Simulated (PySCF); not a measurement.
## CH5O2Si: EPR calculation

System: CH5O2Si, multiplicity 2, SMILES C[Si](O)O.
Method: UKS B3LYP, pcH-1 on C H O Si, non-relativistic, mean-field spin-orbit, GIAO (PySCF 2.14.0).

It belongs to a series of runs on one base structure; here: H removed from Si.

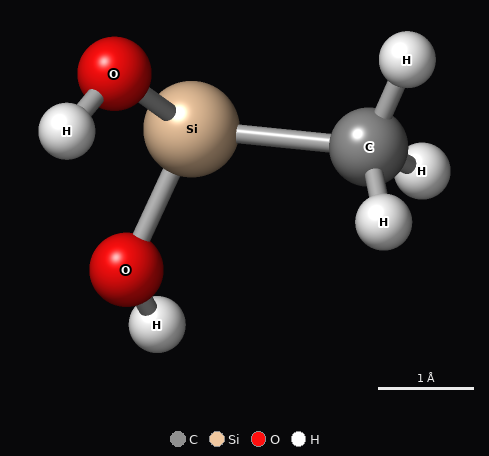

Fig. 1: The structure as given in the input (ball-and-stick view, seen at a tilt). Bond lengths as drawn: C–H 1.08 to 1.09 Å, C–Si 1.91 Å, H–O 0.95 to 0.96 Å and O–Si 1.62 to 1.65 Å.

## Results in brief

```tsv
quantity	value
outcome	converged
total energy	−481.131778 hartree
⟨S²⟩	0.751
isotropic g	2.0019
hardware	1 CPU thread, shared host
wall time	25 s
peak memory	0.62 GiB
```

## Input file
```
{"job": {"kind": "epr", "basis": "pcH-1"}, "charge": 0, "multiplicity": 2}
C      1.243365    -0.330103     0.022396
Si    -0.464373     0.137753    -0.688583
O     -1.661800    -0.636065     0.144236
O     -0.802064     1.711298    -0.469929
H      1.530717    -1.341363    -0.247096
H      1.226536    -0.261453     1.109781
H      2.009093     0.343955    -0.344467
H     -1.676718    -1.585265     0.207465
H     -1.391194     1.967238     0.241017
```

The first line tells a small driver script what to run in PySCF; the rest is the geometry in Å.

Launch command:
```bash
OMP_NUM_THREADS=1 python <driver script> task.json out
```

## Log
```
UKS, coarse grid
  cycle   1  E = -480.91758673  |g| = 7.86e-01
  cycle   2  E = -480.56344452  |g| = 1.25e+00
  cycle   3  E = -481.12709228  |g| = 9.90e-02
  cycle   4  E = -481.13053202  |g| = 5.02e-02
  cycle   5  E = -481.13172960  |g| = 8.07e-03
  cycle   6  E = -481.13175357  |g| = 4.25e-03
  cycle   7  E = -481.13176006  |g| = 1.21e-03
  cycle   8  E = -481.13176060  |g| = 3.32e-04
UKS, final grid
  cycle   1  E = -481.13177804  |g| = 3.88e-04
  cycle   2  E = -481.13177797  |g| = 5.97e-04
  cycle   3  E = -481.13177809  |g| = 6.13e-05
  cycle   4  E = -481.13177809  |g| = 1.07e-05
E = -481.13177809 Eh   <S^2> = 0.7515 (exact 0.7500)
g shifts (ppm)      1          2          3
  rmc          -181       -181       -181
  gc             76         28         81
  oz_so       -1433        -26        451
  total       -1538       -178        352
hyperfine (MHz)  atom isotope    a_iso     a_fc   dipolar eigenvalues
    0   13C     131.78     131.79    -12.12    -11.52     23.64
    1  29Si    -735.04    -735.91   -132.35     64.35     68.00
    2   17O     -25.33     -25.27    -30.61     14.51     16.10
    3   17O     -78.14     -78.10    -16.30      7.57      8.74
    4    1H      -8.43      -8.43     -7.46     -3.13     10.58
    5    1H      36.64      36.63     -6.79     -0.84      7.63
    6    1H      -8.87      -8.87     -7.28     -2.73     10.01
    7    1H      -6.54      -6.58     -8.65     -3.73     12.38
    8    1H      26.54      26.51     -5.17     -2.54      7.71
```

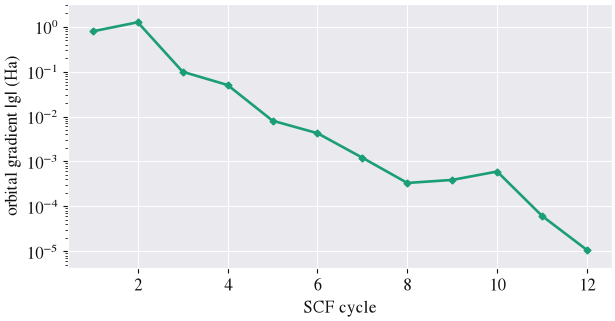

Fig. 2: Convergence of the self-consistent field: orbital gradient |g| against the SCF cycle. All cycles printed in the log are drawn one after another.

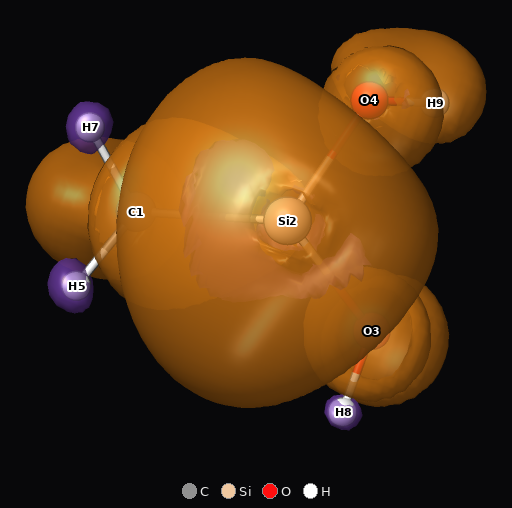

Fig. 3: Isosurfaces of the spin density (α minus β) at +0.004 (orange) and −0.004 e/Å³ (purple), seen at an oblique angle. The unpaired spin (1 electron) lies mostly on Si2 (about 0.7), C1 (about 0.1) and O3 (about 0.1), in electrons by Hirshfeld's partition.

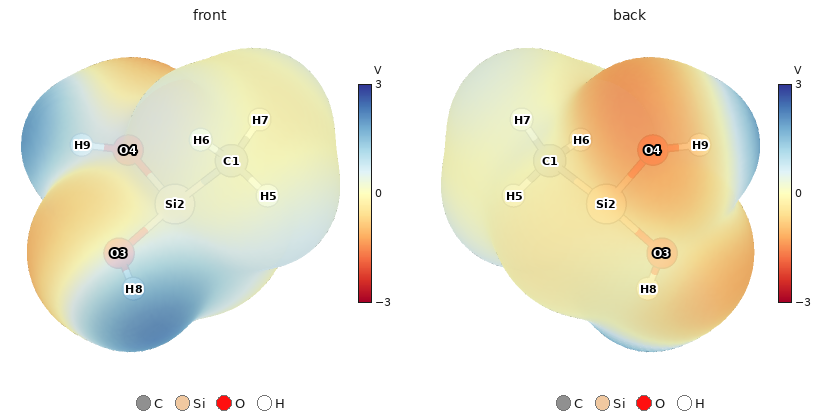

Fig. 4: The molecular electrostatic potential painted on the density surface at 0.001 e/bohr³, seen at a tilt and from behind; red is negative and blue positive.
